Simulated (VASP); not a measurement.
Band structure of EuO (rock salt). Method: optB88-vdW, VASP's PBE PAW potentials (set 64) (plane waves; VASP 6.6.1).

The 4f electrons are frozen in the core of the lanthanide potential, so 4f levels, which can set the real gap, and their magnetism are missing.

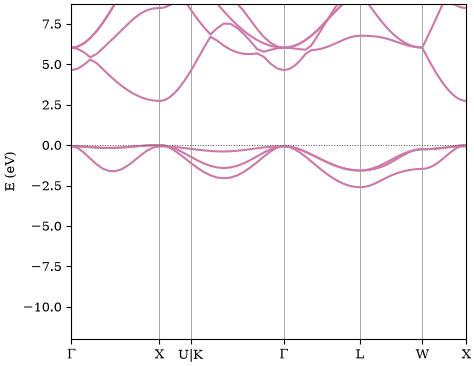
Bands along high-symmetry lines, zero at the valence-band maximum or, without a gap, the Fermi level

Problem. Read the plot: is there a gap, and where are the band edges?

Solution. The gap is direct, 2.73 eV, from the valence maximum at X to the conduction minimum at X. (Edges off the drawn lines would not show.)

The compound is EuO in the rock salt structure. It was relaxed first, which changed the volume by -10 %.
